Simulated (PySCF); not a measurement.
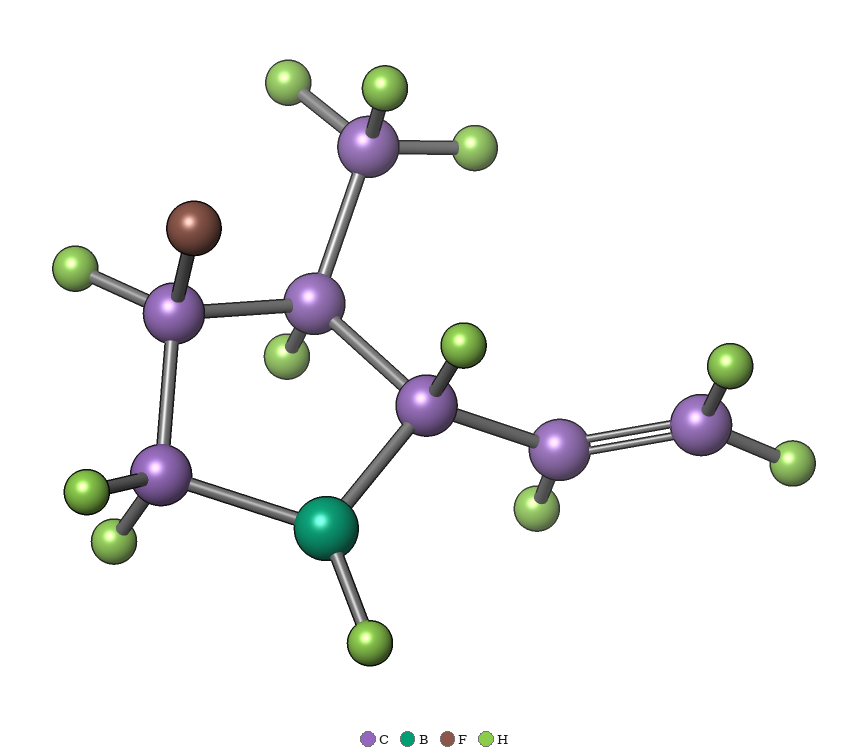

Rendered structure (ball-and-stick style). Double and triple bonds are drawn as two and three sticks.

Description:

The molecule is C₇H₁₂BF. As SMILES it reads `C=C[C@@H]1BC[C@@H](F)[C@H]1C`. Independent rings (smallest set): 1 of 5 members. Among its groups: alkene, C–F bond, B–H bond. The point group is C1. Coordination: 2 C trigonal planar; 5 C tetrahedral; 1 B trigonal planar.

More results for the same structure follow; atom numbers are the same in all pictures, views and colours differ. The geometry was computed by an optimisation with PBE0-D3(BJ)/def2-SVP. No frequency run is at hand to confirm it as a minimum.

## Shape

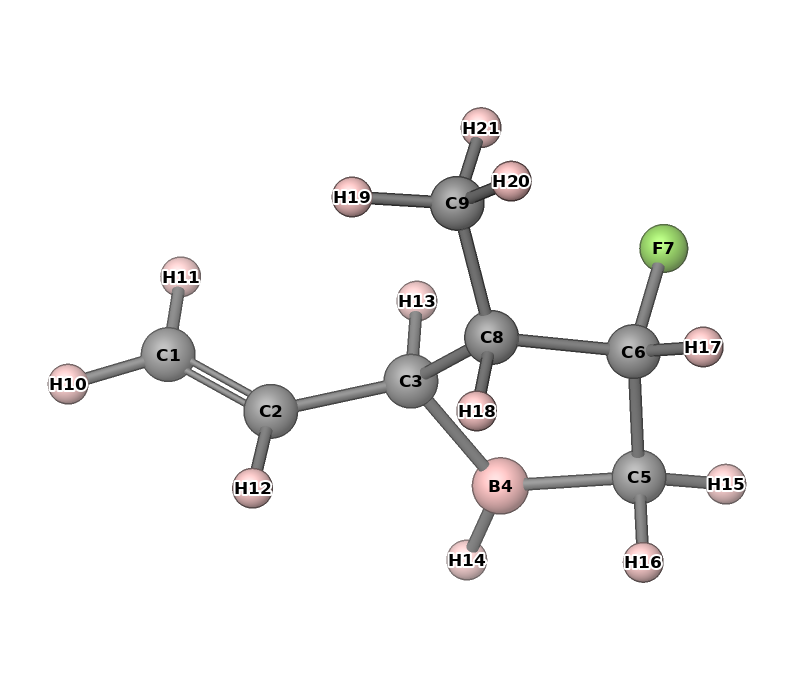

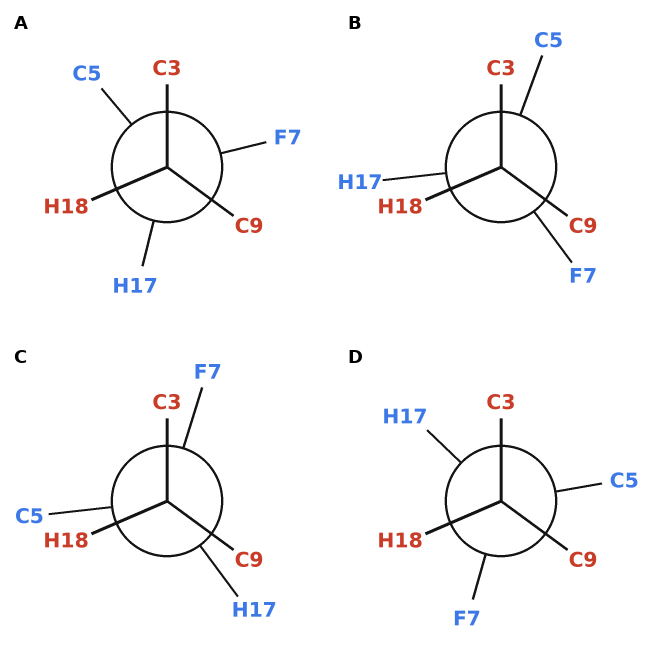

Atoms fade into the background with distance from the viewer. Bonds that would overlap in a projection are set slightly apart. No frequency run is at hand to confirm it as a minimum.

Which Newman projection shows the view along C8–C6, with C8 in front?

Answer. A. The torsion angle C3–C8–C6–F7 is 76°, synclinal (gauche).

## Core levels

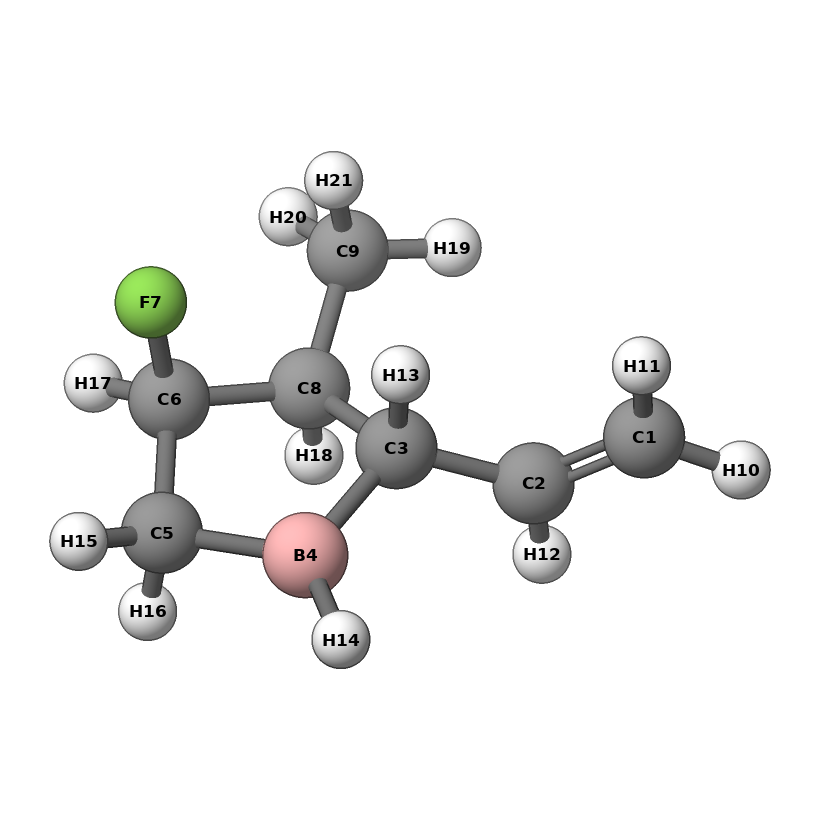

No frequency run is at hand to confirm it as a minimum. Level of theory: delta-SCF UKS SCAN, pcX-2 on the ionised atom, pcseg-1 elsewhere, spin-free X2C (PySCF 2.14.0).

Give the core-electron binding energies (to vacuum) of C1 1s, C2 1s, C3 1s, B4 1s, C5 1s, C6 1s, F7 1s, C8 1s, C9 1s.

```tsv
atom	level	binding energy (eV)
C1	1s	289.8
C2	1s	290.4
C3	1s	290.1
B4	1s	195.7
C5	1s	290.2
C6	1s	292.6
F7	1s	691.9
C8	1s	290.6
C9	1s	290.4
```

## Charges

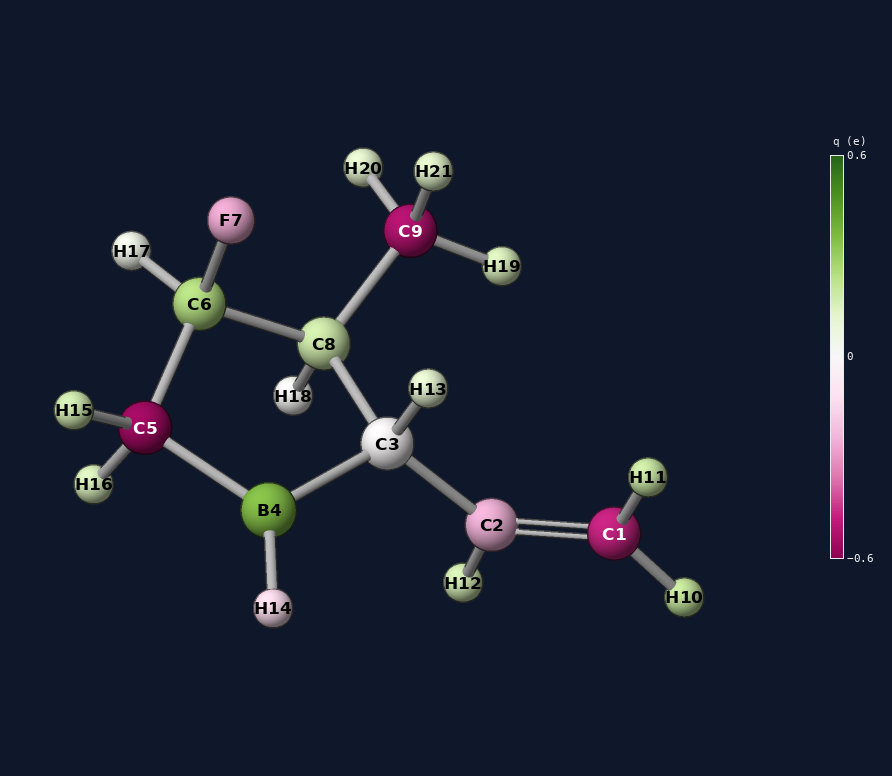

Atoms are coloured by their ESP-fitted charges. No frequency run is at hand to confirm it as a minimum. Level of theory: PBE0/pcSseg-1, gas phase (PySCF 2.14.0).

Which atom carries the highest charge (most positive or least negative)?

Answer. B4 (0.35 e).

And the lowest?

Answer. C5 (−0.55 e).

List the ESP-fitted charges.

| atom | value (e) |
| --- | --- |
| C1 | −0.47 |
| C2 | −0.25 |
| C3 | −0.01 |
| B4 | 0.35 |
| C5 | −0.55 |
| C6 | 0.24 |
| F7 | −0.26 |
| C8 | 0.18 |
| C9 | −0.51 |
| H10 | 0.20 |
| H11 | 0.19 |
| H12 | 0.16 |
| H13 | 0.11 |
| H14 | −0.13 |
| H15 | 0.17 |
| H16 | 0.15 |
| H17 | 0.04 |
| H18 | 0.01 |
| H19 | 0.15 |
| H20 | 0.12 |
| H21 | 0.13 |

## Excitation

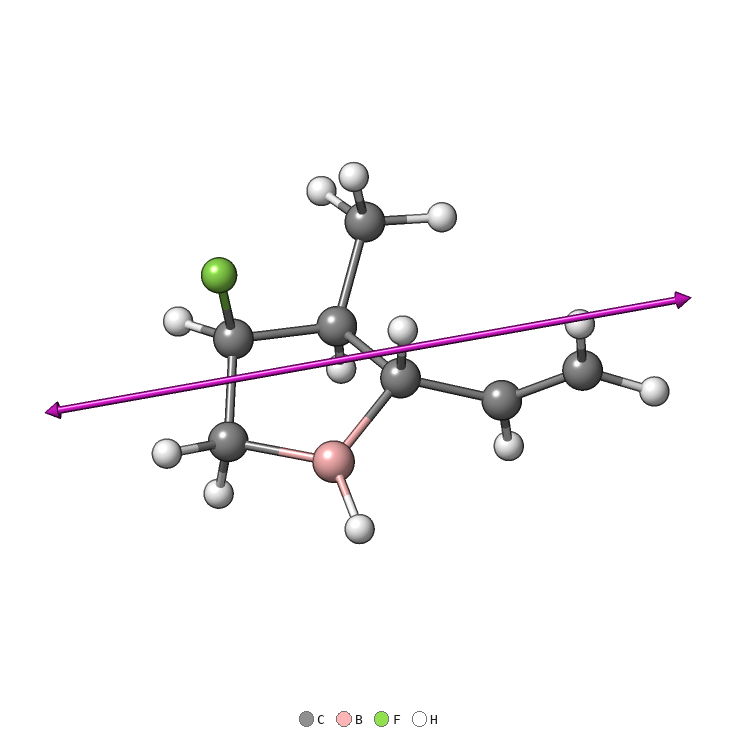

The double arrow shows the direction of the transition dipole to excited singlet state 7 (its length means nothing). No frequency run is at hand to confirm it as a minimum. Properties computed with TDDFT PBE0/def2-SVPD, vertical, gas phase, core orbitals frozen in the response (PySCF 2.14.0).

Where does the transition lie, and how strong is it?

Answer. 7.03 eV (176 nm), oscillator strength 0.33, mainly HOMO → LUMO+1 (weight 0.77); transition dipole 3.50 D.
